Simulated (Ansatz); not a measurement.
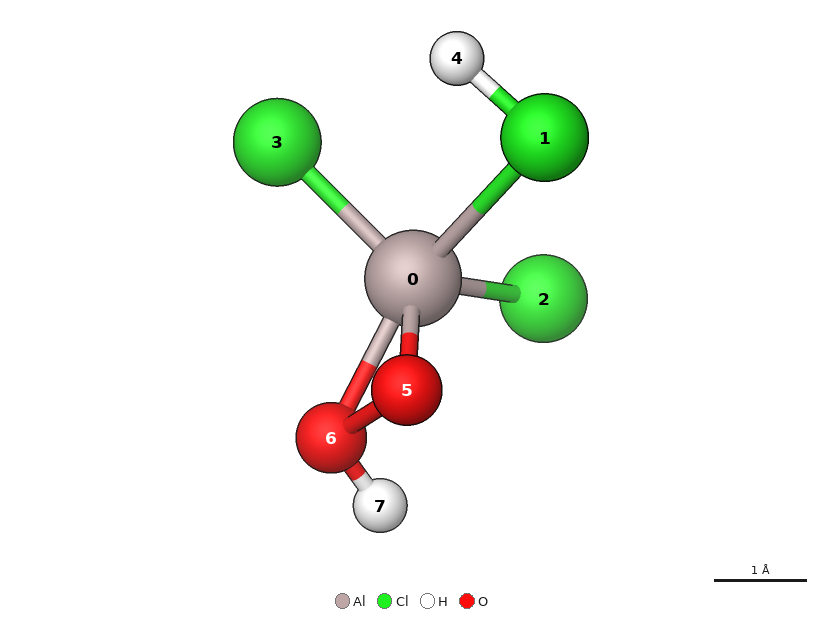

Starting geometry of the run. Atoms are numbered from 0, in the order of the input.

Ansatz 0.2.0 input:

```yaml
crystal:
  periodic: [false, false, false]
  atoms:
    - {symbol: Al, position_ang: [0.029876, -0.330504, -0.005721]}
    - {symbol: Cl, position_ang: [-1.895147, 1.205730, -0.900481]}
    - {symbol: Cl, position_ang: [0.286595, -1.472523, -1.747398]}
    - {symbol: Cl, position_ang: [-1.209077, -1.062974, 1.530420]}
    - {symbol: H, position_ang: [-2.610108, 0.820195, 0.098670]}
    - {symbol: O, position_ang: [1.042937, 1.080399, 0.230262]}
    - {symbol: O, position_ang: [1.825823, -0.079958, 0.727405]}
    - {symbol: H, position_ang: [2.529202, -0.160364, 0.066942]}
basis:
  gaussian: {orbitals: def2-SVP}
hamiltonian: {xc: {name: wB97M-V}}
```

Command:

```sh
ansatz run in.yaml --threads 8 --pin off --events-out ev --progress --plain --max-ram 19148MiB
```

Result:

```
Functional definition: wB97M-V
  name "wB97M-V"
  cite "Mardirossian & Head-Gordon, J. Chem. Phys. 144, 214110 (2016) doi:10.1063/1.4952647"
  cite "Becke, J. Chem. Phys. 107, 8554 (1997) doi:10.1063/1.475007"
  cite "Vydrov & Van Voorhis, J. Chem. Phys. 133, 244103 (2010) doi:10.1063/1.3521275"
  # Of w^i u^j: cxij and so on, Table III.
  parameter omega = 0.3/bohr
  parameter cx = 0.15
  parameter cx01 = 1.007
  parameter cx10 = 0.259
  parameter css00 = 0.443
  parameter css04 = -1.437
  parameter css10 = -4.535
  parameter css20 = -3.390
  parameter css43 = 4.278
  parameter cos00 = 1.000
  parameter cos10 = 1.358
  parameter cos20 = 2.924
  parameter cos21 = -8.812
  parameter cos60 = -1.390
  parameter cos61 = 9.142
  parameter b = 6.0
  parameter c = 0.01
  gx(w, u) = 1 - cx + cx01*u + cx10*w
  gss(w, u) = css00 + css04*u^4 + css10*w + css20*w^2 + css43*w^4*u^3
  gos(w, u) = cos00 + cos10*w + (cos20 + cos21*u)*w^2 + (cos60 + cos61*u)*w^6
  exchange = spin_sum(e_x_unif_sr(omega)*gx(b97_w, b97_u_x)) + cx*exact_x_sr(omega) + exact_x_lr(omega)
  correlation = spin_sum(e_c_pw_mod_same_spin*gss(b97_w, b97_u_same))
      + integral(e_c_pw_mod_opposite_spin*gos(b97_w_opposite, b97_u_opposite)) + vv10(b, c)
1005 factors; integrals over basis functions are off by at most 1.2e-3 eV
246 factors; integrals over basis functions are off by at most 1.0e-5 eV
mean field evaluation 1: about -48271.5518 eV, gradient 3.5e1 eV
mean field evaluation 2: about -48272.7617 eV, gradient 2.9e1 eV
mean field evaluation 4: about -48274.2530 eV, gradient 2.4e0 eV
mean field evaluation 8: about -48274.3891 eV, gradient 1.9e-1 eV
mean field evaluation 16: about -48274.3893 eV, gradient 5.6e-5 eV
mean field -48274.38925412 eV, -1774.0510835328 hartree, gradient 5.7e-5 eV, S^2 0.000000; 0 other end points of the search recorded, 0 dependent functions left out
reference -48274.38929724 eV, -1774.0510851174 hartree; 41, 41 occupied and 69, 69 virtual orbitals, 1005 factors
Total energy: -48274.38929724 eV, -1774.0510851174 hartree
```
